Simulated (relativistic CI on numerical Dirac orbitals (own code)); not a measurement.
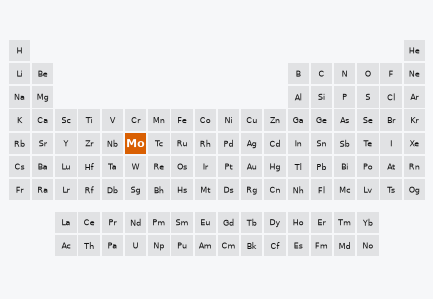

The place of molybdenum in the periodic table.

**Mo: relativistic CI calculation**

Mo. Level asked for: Dirac-Coulomb-Breit CI, KLI orbitals optimised for each configuration, model QED (radiative potential, 1s self-energy scaled to tabulated hydrogen-like ionisation energies), numerical settings as typed (relativistic CI on numerical Dirac orbitals, in-house).

### The input
```
atom Mo  Z=42  charge=0  electrons=42
nucleus A=98  rms_radius_fm=4.4091
hamiltonian dirac-coulomb  breit=on  qed=on  c_scale=1
orbitals kli  potential=per-configuration
slater_scale 1
correlation none
mixing on
grid step=0.6 r_max=201.2
scf mixing=0.4 start=green max_iterations=93 tolerance=2e-08 node_fill=0.05
configurations
  [Kr] 4d5 5s
  [Kr] 4d4 5s2
  [Kr] 4d6
end
```

Hardware: 1 CPU thread, shared host.

Launched within a batch (the task file carries these settings):
```bash
python <driver script> task.json out
```

The program writes its results to a structured record and prints no log; tables and figures of this report are taken from that record.

### What the run reported

```
quantity                   value
 outcome  refused by the program
```

### Diagnosis

The input is odd on purpose: grid. The program refused the input; the driver noted: the grid has 32 points, outside 40 to 4096.
